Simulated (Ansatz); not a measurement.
SiH$_{4}$···HF···NH$_{3}$

```xyz
11

Si   -0.7142    0.8604   -1.6994
H    -0.2103   -0.4861   -1.2506
H    -1.0829    0.7050   -3.1543
H     0.3704    1.8807   -1.5911
H    -1.9420    1.2332   -0.9362
H     0.3183    0.2875    1.4064
F     0.0084    1.2300    1.2178
H     0.5941   -1.5529    0.5628
N     0.7535   -1.2061    1.5051
H     1.7355   -1.2620    1.7589
H     0.1690   -1.6894    2.1809
```

Computed with Ansatz, UKS B3LYP-D4/6-31G.

What will maps of the electron density and electron localisation function show?

N9···H6 (1.56 Å): the density falls to about 0.54 e/Å³ on the way; the ELF climbs to about 0.95 towards the hydrogen, as it does in any bond to H; a closed-shell contact with the geometry of a hydrogen bond.
F–H (1.01 Å): ρ is about 3.5 e/Å³ halfway; the ELF climbs to about 1 towards the hydrogen.
N–H (1.02 Å): ρ is about 2.7 e/Å³ halfway; the ELF climbs to about 1 towards the hydrogen (an ordinary covalent bond to hydrogen).
Si–H (1.51 Å): ρ is about 0.64 e/Å³ halfway; the ELF climbs to about 1 towards the hydrogen.

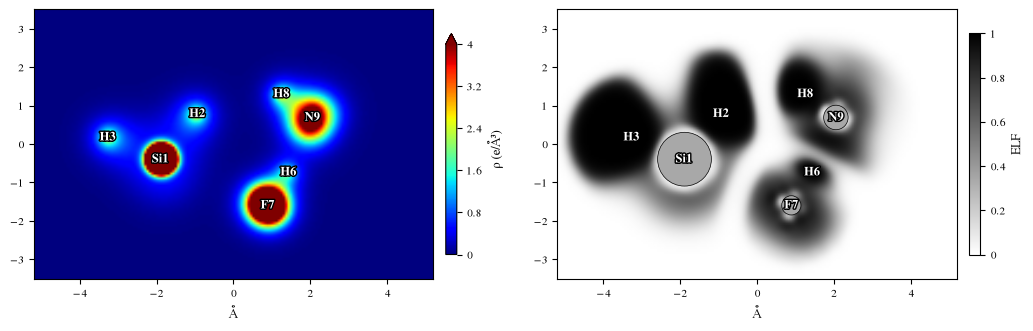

Computed electron density and electron localisation function on the plane of atoms H2, Si1 and H3, in this order. Grey discs cover the atomic cores in the ELF map. 
